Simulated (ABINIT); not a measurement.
# Beyond one shot: KCaCl3 (Pm-3m), part 3 of 3

How far does self-consistency move the gap of KCaCl3 (Pm-3m)?

ABINIT 10.8.3; PBEsol and many-body steps on it, plane waves. Known limits of the many-body steps: not at the basis limit; coarse k mesh.

So far. Step 10 (evGW, cycle 1): Against G0W0 in ABINIT (2×2×2 mesh, 123 bands, screening to 106.1 eV, Godby-Needs plasmon pole), the gap moves by +0.932 eV. Step 13 (evGW, cycle 2): Against the cycle before, the gap moves by +0.051 eV.

## 15. Screening, 2×2×2 mesh, 123 bands, screening to 106.1 eV

This step: RPA screening on PBEsol from quasiparticle energies, plane waves, norm-conserving pseudopotentials.

The input, run.abi:

```
acell 3*1.0 Angstrom
rprim 
  5.393523000000 0.000000000000 0.000000000000
  0.000000000000 5.393523000000 0.000000000000
  0.000000000000 0.000000000000 5.393523000000
ntypat 3
znucl 19 20 17
natom 5
typat 1 2 3 3 3
xred 
  0.000000000000 0.000000000000 0.000000000000
  0.500000000000 0.500000000000 0.500000000000
  0.000000000000 0.500000000000 0.500000000000
  0.500000000000 0.000000000000 0.500000000000
  0.500000000000 0.500000000000 0.000000000000
pp_dirpath "pseudos"
pseudos "K.upf, Ca.upf, Cl.upf"
ecut 33
ngkpt 2 2 2
nshiftk 1
shiftk 0 0 0
kptopt 1
chksymbreak 0
istwfk *1
occopt 1
irdwfk 1
optdriver 3
nband 123
ecuteps 3.9
inclvkb 2
awtr 1
symchi 1
irdqps 1
gwcalctyp 10
nqptdm 3
qptdm 
  0.5000000000 0.0000000000 0.0000000000
  0.5000000000 0.5000000000 0.0000000000
  0.5000000000 0.5000000000 0.5000000000
indata_prefix "in"
outdata_prefix "out"
tmpdata_prefix "tmp"
```

The input, mrgscr.stdin:

```
2
merged
q0_SCR
out_SCR
1
```

Launch:

```
$ OMP_NUM_THREADS=1 mpirun -n 4 abinit run.abi > log; mrgscr < mrgscr.stdin
```

Numbers of over 12 decimals in the logs are rounded to 6 here.

Log:

```text
.Version 10.8.3 of ABINIT. v10.8.2 released Aug 2026.

 Symmetries : space group Pm -3 m (#221); Bravais cP (primitive cubic)
[... echo of the input left out ...]
== DATASET  1 ==================================================================
-   mpi_nproc: 4, omp_nthreads: 1 (-1 if OMP is not activated)

--- !DatasetInfo
iteration_state: {dtset: 1, }
dimensions: {natom: 5, nkpt: 4, mband: 123, nsppol: 1, nspinor: 1, nspden: 1, mpw: 9627, }
cutoff_energies: {ecut:  33.0, pawecutdg:  -1.0, }
[...]
q-point number  1        q = ( 0.500000, 0.000000, 0.000000) [r.l.u.]
--------------------------------------------------------------------------------
[... chi0 elements left out ...]
  Average fulfillment of the sum rule on Im[epsilon] for q-point    2 :     73.43  [%]

--------------------------------------------------------------------------------
  q-point number  2        q = ( 0.500000, 0.500000, 0.000000) [r.l.u.]
--------------------------------------------------------------------------------
[... chi0 elements left out ...]
  Average fulfillment of the sum rule on Im[epsilon] for q-point    3 :     70.95  [%]

 [... 1 further q-points ...]
```

Elapsed: 11 s, on 4 MPI ranks of Arm Neoverse V1, shared host; peak memory 1 GiB.

Numbers from this step:

```
plasma frequency                    : 18.75 eV
plane waves in the screening matrix : 389
```

This screening reads the quasiparticle levels of the cycle before.

## 16. evGW, cycle 3

This step: evGW on PBEsol, plane waves, norm-conserving pseudopotentials.

run.abi: that of step 15 with these lines changed.

```diff
@@ -26,12 +26,10 @@
 irdwfk 1
-optdriver 3
+optdriver 4
 nband 123
-ecuteps 3.9
-inclvkb 2
-awtr 1
-symchi 1
-irdqps 1
 gwcalctyp 10
-nqptdm 3
-qptdm 
+ecutsigx 33
+symsigma 1
+nkptgw 4
+kptgw 
+  0.0000000000 0.0000000000 0.0000000000
   0.5000000000 0.0000000000 0.0000000000
@@ -39,2 +37,11 @@
   0.5000000000 0.5000000000 0.5000000000
+bdgw 
+  12 29
+  12 29
+  12 29
+  12 29
+ecuteps 3.9
+irdscr 1
+ppmodel 1
+irdqps 1
 indata_prefix "in"
```

Launch:

```
$ OMP_NUM_THREADS=1 mpirun -n 4 abinit run.abi > log
```

Log:

```text
.Version 10.8.3 of ABINIT. v10.8.2 released Aug 2026.

 Symmetries : space group Pm -3 m (#221); Bravais cP (primitive cubic)
[... echo of the input left out ...]
== DATASET  1 ==================================================================
-   mpi_nproc: 4, omp_nthreads: 1 (-1 if OMP is not activated)

--- !DatasetInfo
iteration_state: {dtset: 1, }
dimensions: {natom: 5, nkpt: 4, mband: 123, nsppol: 1, nspinor: 1, nspden: 1, mpw: 9627, }
cutoff_energies: {ecut:  33.0, pawecutdg:  -1.0, }
[...]
.  kptgw no:  2; Maximum DeltaE = (   0.002   0.000) for band index:  7
.  kptgw no:  3; Maximum DeltaE = (  -0.002  -0.000) for band index: 16
.  kptgw no:  4; Maximum DeltaE = (  -0.002   0.000) for band index: 17

== END DATASET(S) ==============================================================
================================================================================

 -outvars: echo values of variables after computation  --------
           etotal      0.0000000000E+00
            nband         123
             nkpt           4
          spgroup         221
 [... the other variables as echoed above ...]

 Calculation completed.
```

Wall time 91 s (4 MPI ranks); peak memory 1.9 GiB.

This step gave:

| Quantity | Value |
| --- | --- |
| quasiparticle gap on the mesh | 8.056 eV |
| gap of the density functional on the mesh | 4.647 eV |
| k of the valence top | 0.5, 0.5, 0.5 |
| k of the conduction bottom | 0, 0, 0 |
| least direct quasiparticle gap on the computed points | 8.349 eV |

Against the cycle before, the gap moves by +0.005 eV.

## 17. Side by side

Times are wall times on 4 MPI ranks of Arm Neoverse V1, shared host, good to a factor of about two. A run's time includes the screening step that it read.

| run | mesh | bands | screening cutoff (eV) | DFT gap (eV) | gap on the mesh (eV) | direct (eV) | ε∞ used | time |
| --- | --- | --- | --- | --- | --- | --- | --- | --- |
| G0W0 | 2×2×2 | 123 | 106.1 | 4.647 | 7.068 | 7.369 | 2.55 | 45 s |
| evGW0, cycle 1 | 2×2×2 | 123 | 106.1 | 4.647 | 7.563 | 7.866 | 2.55 | 2 min |
| evGW0, cycle 2 | 2×2×2 | 123 | 106.1 | 4.647 | 7.424 | 7.725 | 2.55 | 2 min |
| evGW0, cycle 3 | 2×2×2 | 123 | 106.1 | 4.647 | 7.428 | 7.729 | 2.55 | 2 min |
| evGW, cycle 1 | 2×2×2 | 123 | 106.1 | 4.647 | 8.000 | 8.292 | 2.16 | 2 min |
| evGW, cycle 2 | 2×2×2 | 123 | 106.1 | 4.647 | 8.051 | 8.345 | 2.11 | 2 min |
| evGW, cycle 3 | 2×2×2 | 123 | 106.1 | 4.647 | 8.056 | 8.349 | 2.11 | 2 min |

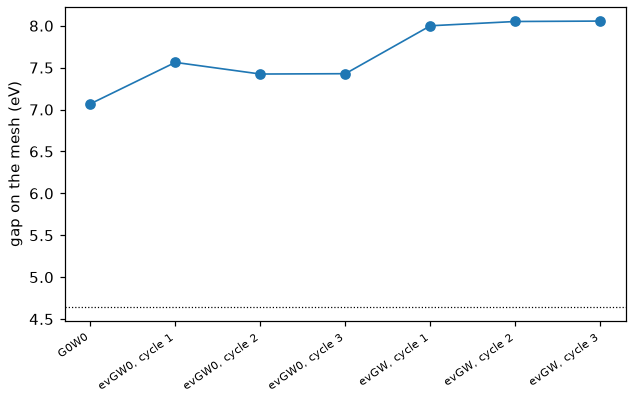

The gap through the cycles; the dotted line is the starting gap.

## 18. Summary of results

```
G0W0           : 7.068 eV
evGW0, cycle 1 : 7.563 eV
evGW0, cycle 2 : 7.424 eV
evGW0, cycle 3 : 7.428 eV
evGW, cycle 1  : 8.000 eV
evGW, cycle 2  : 8.051 eV
evGW, cycle 3  : 8.056 eV
known limits   : not at the basis limit; coarse k mesh
```

Only the bands that the input lists are updated; the others, empty or deep, keep the functional's energies or take a rigid shift. The evGW loop starts from the last levels of evGW0, so its cycles and time come on top of those. evGW0 ends at 7.43 eV, +0.36 eV from G0W0, after 3 cycles that took 4.6 min beside the first screening; the last moved the gap by 0.004 eV. evGW ends at 8.06 eV, +0.99 eV from G0W0, after 3 cycles that took 6.1 min beside the first screening; the last moved the gap by 0.005 eV. The first cycle of evGW0 takes the full correction, without the factor Z, so it overshoots the one-shot value. Bands and cutoff are finite, so the gap is not at the basis limit. The miss can reach some tenths of an eV and take either sign; the mesh is an error of its own. The 2×2×2 mesh is coarse for this cell, which bears on the long-range parts of exchange and screening. This is the ideal cubic cell; many perovskites, halides above all, are cubic only on average, and local tilts or off-centring can widen the gap. In the updated screening the q = 0 part is built from Kohn-Sham bands under a rigid shift, the other q from the quasiparticle levels.

[Paths, hosts, dates, memory and timing lines, banners, echoed tables and standing remarks are left out of the program output.]

[Logs are printed without paths, hosts, clocks, repeated set-up lines and the standing remarks that a program may print on its own settings, such as how far it seeks lower states.]

[Runs of the session that timed out or met a known fault of the program may be left out.]

[Hosts, paths, dates, database ids (printed as entryN), source tags and the programs' standing remarks are cut or masked in the printed files.]

[G0W0 gaps are taken among the corrected bands and points alone; a level outside them can change the order at an edge.]

[Where Ansatz stands beside ABINIT at settings called matched, ABINIT's density can come from a denser mesh and the files from another edition; pairs whose starting gaps differed by over 0.03 eV were left out, so agreement reads better than it is.]
